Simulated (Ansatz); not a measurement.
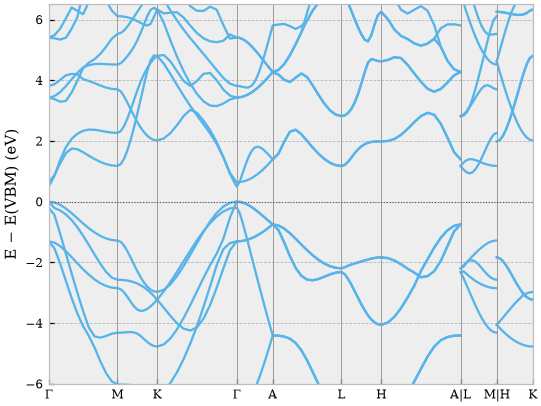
Band structure from plane-wave PAW LDA (Ansatz code)

**Question.** Read off the gap and where the band edges lie.

**Answer.** About 0.5 eV (0.50 eV by a search for the band edges); maximum at Γ, minimum at Γ.

The material is GaAs (wurtzite, P6_3mc).

The first step of the workflow began from a Materials Project structure, measured or hypothetical; the Crystallography Open Database copy checked does not list it. It is not the phase usual at ambient conditions (space group No. 216). The cell was relaxed with LDA under the symmetry of its start; phonons on a q-mesh show no instability. Spin–orbit coupling is left out wherever it is not named.

Potentials: the later of the program's two PAW sets.
